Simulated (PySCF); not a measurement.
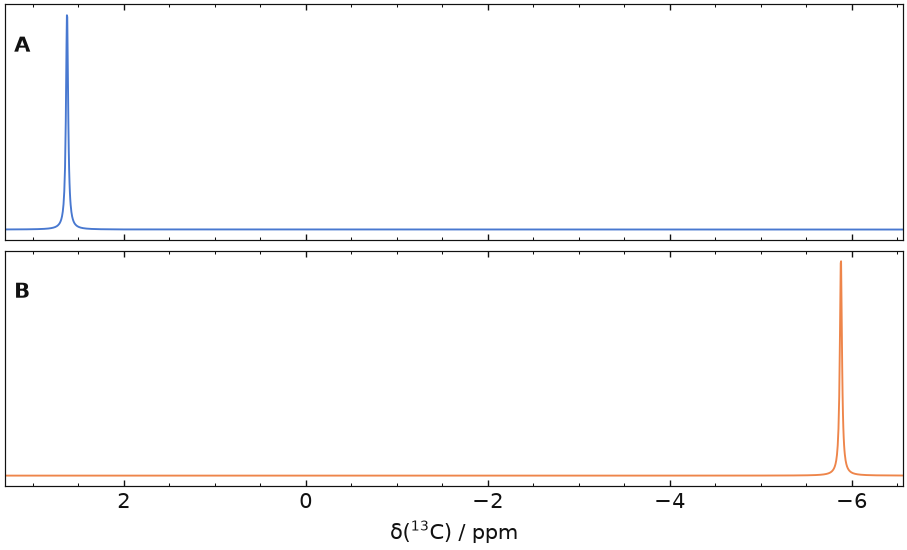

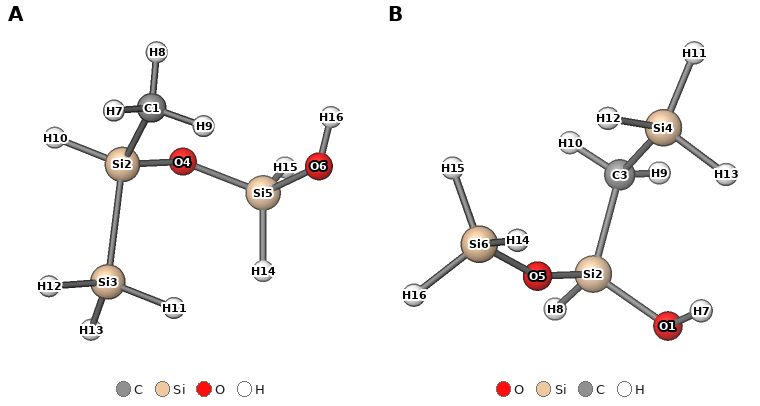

Related molecules: A is CH₁₀O₂Si₃, SMILES C[Si@H]([SiH3])O[SiH2]O; B is CH₁₀O₂Si₃, SMILES O[Si@H](C[SiH3])O[SiH3]. GIAO ¹³C shifts against TMS, ωB97X-D/pcSseg-1 in PySCF, at a PBE0-D3(BJ)/def2-SVP geometry (no frequency check); fully decoupled, line heights follow the number of nuclei within a panel, widths are arbitrary (no quadrupolar broadening); values of one conformer, averaged over methyl-type rotors and exact or near symmetry; other conformers aren't averaged in.

**How does the ¹³C shift respond?**

From A (2.6 ppm) to B (−5.9 ppm) the nucleus is shielded by 8.5 ppm.
